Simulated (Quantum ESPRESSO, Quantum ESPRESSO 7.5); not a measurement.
## 1T-MgF2, 1 layer: vacuum convergence

Which setting serves for 1T-MgF2, 1 layer? The runs below step through one kind of setting.

Main program and level: Quantum ESPRESSO 7.5; plane-wave DFT, PBE, SPMS norm-conserving pseudopotentials.

**1. Set-up**

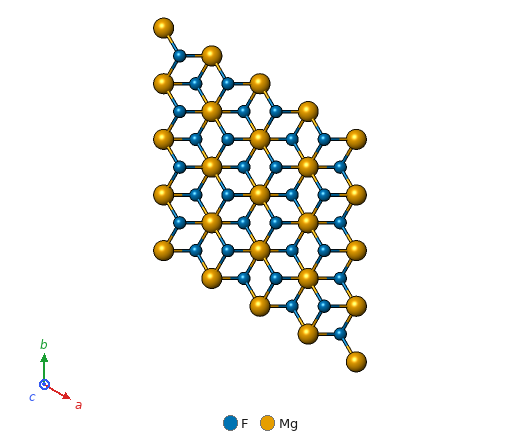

The starting structure, seen from above (fluorine blue, magnesium orange). 4×4×1 cells are drawn. Some periodic images of atoms are drawn too.

The cell holds 3 atoms: 2 F and 1 Mg. Its edges and angles: a = 3.100 Å, b = 3.100 Å, c = 25.789 Å, α = 90.0°, β = 90.0°, γ = 120.0°. It derives from MgF2. Vacuum lies along c.

As a file:

```cif
data_structure
_symmetry_space_group_name_H-M 'P 1'
_symmetry_Int_Tables_number 1
_cell_length_a 3.1000
_cell_length_b 3.1000
_cell_length_c 25.7889
_cell_angle_alpha 90.000
_cell_angle_beta 90.000
_cell_angle_gamma 120.000
_cell_volume 214.63
loop_
_atom_site_label
_atom_site_type_symbol
_atom_site_fract_x
_atom_site_fract_y
_atom_site_fract_z
_atom_site_occupancy
F1 F 0.66667 0.33333 0.46532 1
Mg2 Mg 0.00000 0.00000 0.50000 1
F3 F 0.33333 0.66667 0.53468 1
```

This sheet is a model structure: its symmetry is held, and its stability is not tested here.

**2. SCF with pw.x: 24 Å of vacuum**

The first run is the reference of the series.

c0.in reads:

```
&control
  prefix = 'c0'
  outdir = './out'
  pseudo_dir = './pseudo'
  calculation = 'scf'
  tprnfor = .true.
/
&system
  ibrav = 0
  nat = 3
  ntyp = 2
  ecutwfc = 60
  ecutrho = 240
  occupations = 'smearing'
  smearing = 'fd'
  degauss = 0.004
/
&electrons
  conv_thr = 1e-07
  mixing_beta = 0.4
  electron_maxstep = 120
  mixing_mode = 'local-TF'
/
ATOMIC_SPECIES
  F   18.9984  09_F_7_1.5_1.5_pbe_n_v1.0.upf
  Mg  24.3050  12_Mg_10_1.9_2.0_pbe_v1.0.upf
CELL_PARAMETERS angstrom
  3.10000000000000 0.00000000000000 0.00000000000000
  -1.55000000000000 2.68467875173176 0.00000000000000
  0.00000000000000 0.00000000000000 25.78885438199983
ATOMIC_POSITIONS crystal
  F   0.666666666667 0.333333333333 0.465317296466
  Mg  0.000000000000 0.000000000000 0.500000000000
  F   0.333333333333 0.666666666667 0.534682703534
K_POINTS automatic
  12 12 1 0 0 0
```

Launch:

```console
$ OMP_NUM_THREADS=1 mpirun -n 4 pw.x -nk 4 -in c0.in > c0.out
```

Output:

```text
Program PWSCF v.7.5 starts
[citation notice left out]

     Parallel version (MPI & OpenMP), running on       4 processor cores
     Number of MPI processes:                 4
     Threads/MPI process:                     1

     MPI processes distributed on     1 nodes
[...]
Current dimensions of program PWSCF are:
     Max number of different atomic species (ntypx) = 10
     Max number of k-points (npk) =  40000
     Max angular momentum in pseudopotentials (lmaxx) =  4
     Message from routine setup:
     using ibrav=0 with symmetry is DISCOURAGED, use correct ibrav instead

     K-points division:     npool     =       4
     Subspace diagonalization in iterative solution of the eigenvalue problem:
     a serial algorithm will be used

     G-vector sticks info
     --------------------
     sticks:   dense  smooth     PW     G-vecs:    dense   smooth      PW
     Sum         571     571    163                90943    90943   14729

     Using Slab Decomposition

     bravais-lattice index     =            0
     lattice parameter (alat)  =       5.8582  a.u.
     unit-cell volume          =    1448.3805 (a.u.)^3
     number of atoms/cell      =            3
     number of atomic types    =            2
     number of electrons       =        24.00
     number of Kohn-Sham states=           16
     kinetic-energy cutoff     =      60.0000  Ry
     charge density cutoff     =     240.0000  Ry
     scf convergence threshold =      1.0E-07
     mixing beta               =       0.4000
     number of iterations used =            8  local-TF  mixing
     Exchange-correlation= PBE
                           (   1   4   3   4   0   0   0)

     celldm(1)=   5.858151  celldm(2)=   0.000000  celldm(3)=   0.000000
     celldm(4)=   0.000000  celldm(5)=   0.000000  celldm(6)=   0.000000

     crystal axes: (cart. coord. in units of alat)
               a(1) = (   1.000000   0.000000   0.000000 )
               a(2) = (  -0.500000   0.866025   0.000000 )
               a(3) = (   0.000000   0.000000   8.318985 )

     reciprocal axes: (cart. coord. in units 2 pi/alat)
               b(1) = (  1.000000  0.577350 -0.000000 )
               b(2) = (  0.000000  1.154701  0.000000 )
               b(3) = (  0.000000 -0.000000  0.120207 )

     PseudoPot. # 1 for F  read from file:
     ./pseudo/09_F_7_1.5_1.5_pbe_n_v1.0.upf
     Pseudo is Norm-conserving + core correction, Zval =  7.0
     Generated using ONCVPSP code by D. R. Hamann
     Using radial grid of  834 points,  5 beta functions with:
                l(1) =   0
                l(2) =   0
                l(3) =   1
                l(4) =   1
                l(5) =   2

     PseudoPot. # 2 for Mg read from file:
     ./pseudo/12_Mg_10_1.9_2.0_pbe_v1.0.upf
     Pseudo is Norm-conserving, Zval = 10.0
     Generated using ONCVPSP code by D. R. Hamann
     Using radial grid of 1512 points,  4 beta functions with:
                l(1) =   0
                l(2) =   0
                l(3) =   1
                l(4) =   1

     atomic species   valence    mass     pseudopotential
     F                 7.00    18.99840     F ( 1.00)
     Mg               10.00    24.30500     Mg( 1.00)

     12 Sym. Ops., with inversion, found

   Cartesian axes

     site n.     atom                  positions (alat units)
         1        F      tau(   1) = (   0.5000000   0.2886751   3.8709677  )
         2        Mg     tau(   2) = (   0.0000000   0.0000000   4.1594926  )
         3        F      tau(   3) = (  -0.0000000   0.5773503   4.4480175  )

     number of k points=    19  Fermi-Dirac smearing, width (Ry)=  0.0040
                       cart. coord. in units 2pi/alat
        k(    1) = (   0.0000000   0.0000000   0.0000000), wk =   0.0138889
        k(    2) = (   0.0000000   0.0962250   0.0000000), wk =   0.0833333
        k(    3) = (   0.0000000   0.1924501   0.0000000), wk =   0.0833333
        k(    4) = (   0.0000000   0.2886751   0.0000000), wk =   0.0833333
        k(    5) = (   0.0000000   0.3849002   0.0000000), wk =   0.0833333
        k(    6) = (   0.0000000   0.4811252   0.0000000), wk =   0.0833333
        k(    7) = (   0.0000000  -0.5773503   0.0000000), wk =   0.0416667
        k(    8) = (   0.0833333   0.1443376   0.0000000), wk =   0.0833333
        k(    9) = (   0.0833333   0.2405626   0.0000000), wk =   0.1666667
        k(   10) = (   0.0833333   0.3367877   0.0000000), wk =   0.1666667
[...]
k(   19) = (   0.3333333   0.5773503   0.0000000), wk =   0.0277778

     Dense  grid:    90943 G-vectors     FFT dimensions: (  30,  30, 243)

     Estimated max dynamical RAM per process >     119.07 MB

     Estimated total dynamical RAM >     409.66 MB

     Check: negative core charge=   -0.000003

     Initial potential from superposition of free atoms

     starting charge      23.9992, renormalised to      24.0000

     negative rho (up, down):  4.771E-05 0.000E+00
     Starting wfcs are   13 randomized atomic wfcs +    3 random wfcs

     total cpu time spent up to now is        0.8 secs

     per-process dynamical memory:    68.9 Mb

     Self-consistent Calculation

     iteration #  1     ecut=    60.00 Ry     beta= 0.40
     Davidson diagonalization with overlap
     ethr =  1.00E-02,  avg # of iterations =  8.1

     negative rho (up, down):  1.357E-08 0.000E+00

     total cpu time spent up to now is        3.6 secs

     total energy              =    -210.96048897 Ry
     estimated scf accuracy    <       0.33045282 Ry

     iteration #  2     ecut=    60.00 Ry     beta= 0.40
[...]
total energy              =    -210.93322496 Ry
     estimated scf accuracy    <       0.10559723 Ry

     iteration #  3     ecut=    60.00 Ry     beta= 0.40
[...]
total energy              =    -210.94653374 Ry
     estimated scf accuracy    <       0.01075182 Ry

     iteration #  4     ecut=    60.00 Ry     beta= 0.40
[...]
total energy              =    -210.94655244 Ry
     estimated scf accuracy    <       0.00177677 Ry

     iteration #  5     ecut=    60.00 Ry     beta= 0.40
[...]
total energy              =    -210.94642400 Ry
     estimated scf accuracy    <       0.00110183 Ry

     iteration #  6     ecut=    60.00 Ry     beta= 0.40
[...]
negative rho (up, down):  1.696E-05 0.000E+00

[...]
total energy              =    -210.94635968 Ry
     estimated scf accuracy    <       0.00066341 Ry

     iteration #  7     ecut=    60.00 Ry     beta= 0.40
[...]
negative rho (up, down):  6.137E-03 0.000E+00

[...]
total energy              =    -210.94632655 Ry
     estimated scf accuracy    <       0.00053246 Ry

     iteration #  8     ecut=    60.00 Ry     beta= 0.40
[...]
negative rho (up, down):  1.499E-03 0.000E+00

[...]
total energy              =    -210.94626348 Ry
     estimated scf accuracy    <       0.00022953 Ry

     iteration #  9     ecut=    60.00 Ry     beta= 0.40
[...]
negative rho (up, down):  3.451E-03 0.000E+00

[...]
total energy              =    -210.94617060 Ry
     estimated scf accuracy    <       0.00038122 Ry

     iteration # 10     ecut=    60.00 Ry     beta= 0.40
[...]
negative rho (up, down):  1.366E-03 0.000E+00

[...]
total energy              =    -210.94621108 Ry
     estimated scf accuracy    <       0.00005876 Ry

     iteration # 11     ecut=    60.00 Ry     beta= 0.40
[...]
negative rho (up, down):  9.834E-04 0.000E+00

[...]
total energy              =    -210.94621200 Ry
     estimated scf accuracy    <       0.00002268 Ry

     iteration # 12     ecut=    60.00 Ry     beta= 0.40
[...]
negative rho (up, down):  1.016E-04 0.000E+00

[...]
total energy              =    -210.94621870 Ry
     estimated scf accuracy    <       0.00001414 Ry

     iteration # 13     ecut=    60.00 Ry     beta= 0.40
[...]
negative rho (up, down):  7.758E-05 0.000E+00

[...]
total energy              =    -210.94622185 Ry
     estimated scf accuracy    <       0.00000043 Ry

     iteration # 14     ecut=    60.00 Ry     beta= 0.40
[...]
End of self-consistent calculation

          k = 0.0000 0.0000 0.0000 ( 11395 PWs)   bands (ev):

   -78.5497 -45.3506 -45.2779 -45.2779 -28.0336 -27.0578  -9.7414  -8.9916
    -8.9916  -8.2406  -8.2406  -8.0714  -0.2533   0.9864   1.3144   1.7328

          k = 0.0000 0.0962 0.0000 ( 11379 PWs)   bands (ev):

   -78.5495 -45.3499 -45.2817 -45.2787 -28.0016 -27.0616  -9.7399  -9.1568
    -9.0179  -8.3369  -8.2499  -7.9832  -0.0280   1.1231   1.4608   1.8761

          k = 0.0000 0.1925 0.0000 ( 11389 PWs)   bands (ev):

   -78.5488 -45.3479 -45.2920 -45.2807 -27.9115 -27.0742  -9.7794  -9.4988
    -9.0868  -8.5313  -8.2795  -7.8505   0.5882   1.5315   1.8997   2.3052

          k = 0.0000 0.2887 0.0000 ( 11361 PWs)   bands (ev):

   -78.5479 -45.3452 -45.3060 -45.2834 -27.7799 -27.0984 -10.0208  -9.7761
    -9.1748  -8.6252  -8.3224  -7.7920   1.4786   2.2063   2.6291   3.0169

          k = 0.0000 0.3849 0.0000 ( 11360 PWs)   bands (ev):

   -78.5469 -45.3426 -45.3197 -45.2861 -27.6313 -27.1379 -10.3893  -9.9552
    -9.2591  -8.5506  -8.3673  -7.8305   2.5545   3.1336   3.6451   4.0075

          k = 0.0000 0.4811 0.0000 ( 11388 PWs)   bands (ev):

   -78.5462 -45.3412 -45.3293 -45.2881 -27.4959 -27.1923 -10.6644 -10.0833
    -9.3185  -8.4015  -8.3857  -7.9470   3.7615   4.2700   4.9422   5.2672

[...]
the Fermi energy is    -3.5744 ev

!    total energy              =    -210.94622190 Ry
     estimated scf accuracy    <       0.00000004 Ry
     smearing contrib. (-TS)   =       0.00000000 Ry
     internal energy E=F+TS    =    -210.94622190 Ry

     The total energy is F=E-TS. E is the sum of the following terms:
     one-electron contribution =   -1683.70331645 Ry
     hartree contribution      =     840.10356924 Ry
     xc contribution           =     -36.92883803 Ry
     ewald contribution        =     669.58236334 Ry

     convergence has been achieved in  14 iterations

     Forces acting on atoms (cartesian axes, Ry/au):

     atom    1 type  1   force =    -0.00000000   -0.00000000   -0.01973013
     atom    2 type  2   force =     0.00000000    0.00000000    0.00000000
     atom    3 type  1   force =     0.00000000   -0.00000000    0.01973013

     Total force =     0.027903     Total SCF correction =     0.000331

[...]
=------------------------------------------------------------------------------=
   JOB DONE.
=------------------------------------------------------------------------------=
```

Wall time 36 s (4 MPI ranks of Arm Neoverse V1, shared host); peak memory 0.47 GiB; 2.4 min of CPU time.

This step gave:

```
free energy                          : -2870.0696 eV
Fermi energy                         : -3.574 eV
valence top, on the run's zero       : -7.776 eV
conduction bottom, on the run's zero : -0.2533 eV
gap by band count                    : 7.523 eV
```

The program's own clock; routines nest. Time by routine:

```
   routine  wall time (s)  calls
     PWSCF          35.04      1
 electrons          33.95      1
   c_bands          20.25     14
   cegterg          18.16     70
     h_psi          16.12    447
      fftw          16.09   7646
  vloc_psi          14.74    447
   mix_rho           9.12     14
      ffts              6   1465
  sum_band           3.15     14
  v_of_rho            1.3     15
  init_run           0.79      1
    calbec           0.69    467
add_vuspsi           0.68    447
```

The run needed 14 iterations to bring the estimated error under 1e-07 Ry; the largest force on any atom, held or free, is 0.51 eV/Å.

**3. Potential by pp.x**

plot_num = 11 writes the bare and Hartree potential. It leaves out exchange and correlation, which fade slowly, so it flattens close to the surface.

c0.pot.in reads:

```
&inputpp
  prefix = 'c0'
  outdir = './out'
  filplot = 'c0.pot.dat'
  plot_num = 11
/
```

Launch:

```console
$ OMP_NUM_THREADS=1 mpirun -n 4 pp.x -in c0.pot.in > c0.pot.out
```

Output:

```text
[banner, memory and clock lines left out]
Program POST-PROC v.7.5 starts

          URL

     ./out/c0.save/

     IMPORTANT: XC functional enforced from input :
     Exchange-correlation= PBE
                           (   1   4   3   4   0   0   0)
     Any further DFT definition will be discarded
     Please, verify this is what you really want

     Check: negative core charge=   -0.000003

     Calling punch_plot, plot_num =  11
     Writing data to file  c0.pot.dat
     Message from routine chdens:
     namelist plot not found or invalid, exiting
```

Wall time 0.78 s (4 MPI ranks); peak memory 0.09 GiB.

This step gave:

* potential in the middle of the vacuum, over the valence top: 9.594 eV

Electrostatic potential energy of an electron; zero at the highest filled level of the SCF mesh. The potential energy, planar mean by z:

```
z (Å)  potential energy, planar mean (eV)
    0                                9.59
    2                                9.59
    4                                9.59
    6                                9.59
    8                                9.59
   10                                9.58
   12                               -7.70
   14                               -1.58
   16                                9.59
   18                                9.59
   20                                9.59
   22                                9.59
   24                                9.59
```

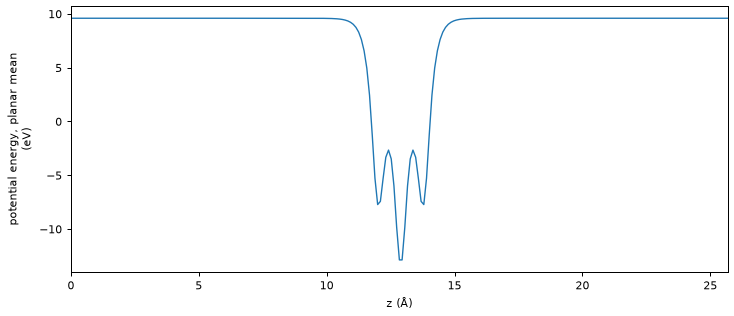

Potential energy, planar mean, plotted against z.

Inside the slab this potential holds the local part of the pseudopotentials, which can be repulsive at the nuclei; only its value in the vacuum has a meaning of its own.

**4. Ground state: 18 Å of vacuum**

c2.in is the input of step 2 with these lines changed:

```diff
@@ -1,3 +1,3 @@
 &control
-  prefix = 'c0'
+  prefix = 'c2'
   outdir = './out'
@@ -29,7 +29,7 @@
   -1.55000000000000 2.68467875173176 0.00000000000000
-  0.00000000000000 0.00000000000000 25.78885438199983
+  0.00000000000000 0.00000000000000 19.78885438199983
 ATOMIC_POSITIONS crystal
-  F   0.666666666667 0.333333333333 0.465317296466
+  F   0.666666666667 0.333333333333 0.454801466839
   Mg  0.000000000000 0.000000000000 0.500000000000
-  F   0.333333333333 0.666666666667 0.534682703534
+  F   0.333333333333 0.666666666667 0.545198533161
 K_POINTS automatic
```

Launch:

```console
$ OMP_NUM_THREADS=1 mpirun -n 4 pw.x -nk 4 -in c2.in > c2.out
```

Output:

```text
[banner, memory and clock lines left out]
Program PWSCF v.7.5 starts
[...]
Message from routine setup:
[...]
number of electrons       =        24.00
     number of Kohn-Sham states=           16
     kinetic-energy cutoff     =      60.0000  Ry
     charge density cutoff     =     240.0000  Ry
[...]
number of k points=    19  Fermi-Dirac smearing, width (Ry)=  0.0040
[...]
Dense  grid:    69791 G-vectors     FFT dimensions: (  30,  30, 192)
[...]
negative rho (up, down):  3.584E-05 0.000E+00
     Starting wfcs are   13 randomized atomic wfcs +    3 random wfcs
[...]
estimated scf accuracy    <       0.33045126 Ry
[...]
estimated scf accuracy    <       0.10569187 Ry
[...]
estimated scf accuracy    <       0.01088459 Ry
[...]
estimated scf accuracy    <       0.00174285 Ry
[...]
estimated scf accuracy    <       0.00106629 Ry
[...]
negative rho (up, down):  1.388E-05 0.000E+00
[...]
estimated scf accuracy    <       0.00058885 Ry
[...]
negative rho (up, down):  6.024E-03 0.000E+00
[...]
estimated scf accuracy    <       0.00043903 Ry
[...]
negative rho (up, down):  3.968E-04 0.000E+00
[...]
estimated scf accuracy    <       0.00011572 Ry
[...]
negative rho (up, down):  1.307E-03 0.000E+00
[...]
estimated scf accuracy    <       0.00017538 Ry
[...]
negative rho (up, down):  6.951E-05 0.000E+00
[...]
estimated scf accuracy    <       0.00001066 Ry
[...]
negative rho (up, down):  3.363E-05 0.000E+00
[...]
estimated scf accuracy    <       0.00000184 Ry
[...]
negative rho (up, down):  4.185E-05 0.000E+00
[...]
estimated scf accuracy    <       0.00000444 Ry
[...]
negative rho (up, down):  3.362E-05 0.000E+00
[...]
estimated scf accuracy    <       0.00000010 Ry
[...]
the Fermi energy is    -3.0115 ev
!    total energy              =    -210.94617520 Ry
     estimated scf accuracy    <       0.00000001 Ry
     smearing contrib. (-TS)   =       0.00000000 Ry
     internal energy E=F+TS    =    -210.94617520 Ry
[...]
one-electron contribution =   -1229.49091590 Ry
     hartree contribution      =     613.48358004 Ry
     xc contribution           =     -36.92893512 Ry
     ewald contribution        =     441.99009578 Ry
     convergence has been achieved in  14 iterations
[...]
Total force =     0.027934     Total SCF correction =     0.000374
[...]
```

Elapsed: 24 s, on 4 MPI ranks; peak memory 0.4 GiB.

Read from the output:

| Property | Result |
| --- | --- |
| free energy | -2870.0689 eV |
| Fermi energy | -3.011 eV |
| valence top, on the run's zero | -7.225 eV |
| conduction bottom, on the run's zero | 0.2975 eV |

The program's own clock; routines nest. Time by routine:

```
   routine  wall time (s)  calls
     PWSCF          23.01      1
 electrons          22.16      1
   c_bands          13.24     14
   cegterg          11.81     70
     h_psi          10.36    388
      fftw          10.04   7274
  vloc_psi           9.36    388
   mix_rho           5.89     14
      ffts           3.53   1453
  sum_band              2     14
  v_of_rho           0.95     15
  init_run           0.62      1
    calbec            0.5    408
add_vuspsi           0.49    388
```

**5. Electrostatic potential**

c2.pot.in reads:

```
&inputpp
  prefix = 'c2'
  outdir = './out'
  filplot = 'c2.pot.dat'
  plot_num = 11
/
```

Launch:

```console
$ OMP_NUM_THREADS=1 mpirun -n 4 pp.x -in c2.pot.in > c2.pot.out
```

Wall time 0.74 s (4 MPI ranks); peak memory 0.1 GiB; 2.7 s of CPU time.

Read from the output:

```
potential in the middle of the vacuum, over the valence top : 9.593 eV
```

Counted from each run's own zero (the valence top), the vacuum level differs from the first run's by -0 meV.

(Continued in part 2 of 2.)

[Logs are printed without paths, hosts, clocks, repeated set-up lines and the standing remarks that a program may print on its own settings, such as how far it seeks lower states.]

[Hosts, paths, dates, database ids (printed as entryN), source tags and the programs' standing remarks are cut or masked in the printed files.]

[Maps of the electrostatic potential energy from Ansatz leave out the sawtooth potential of an applied field or a dipole correction, so their vacuum need not be flat; planar profiles and work functions include it.]
